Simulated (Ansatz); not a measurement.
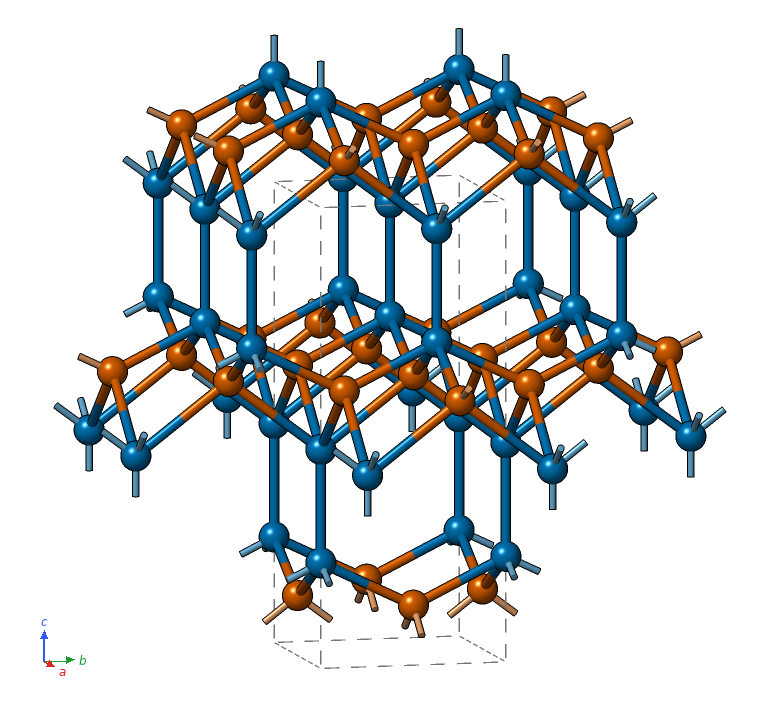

The picture shows a finite piece of the underlying net of a crystal structure, nodes on the atoms' positions. Nodes are coloured by topological kind. Short stubs are edges that leave the cut-out.

What net is this?

Answer. A binodal (4,5)-connected, three-periodic net. It is the tcs net, known from the Cr-Si framework of the ThCr2Si2 type with its Si-Si bonds.

Give point symbol and coordination sequence of each kind of node.

Answer. 4-connected node: 4^4.6^2, sequence 4, 12, 26, 40, 64, 98; 5-connected node: 4^4.6^6, sequence 5, 12, 24, 44, 65, 90.

Origin of the net. The compound is LaGa3Pb (space group I4mm, No. 107), taken as the end point of a relaxation (final pressure about 5.5 GPa) with DFT, PAW plane waves, r2scan in Ansatz; the starting structure was generated, so it need not be a known form of this composition. Bonds are taken as Ga–Ga below 2.8 Å and Ga–Pb below 3.2 Å; La is left out of the net, as the electropositive filling of the structure; no other contact counts. Simplification: prune 0- and 1-connected atoms, fold 2-connected ones into links. Ga(4b) is a 4-connected node; Pb and Ga(2a) are 5-connected nodes, in the ratio 1:1.
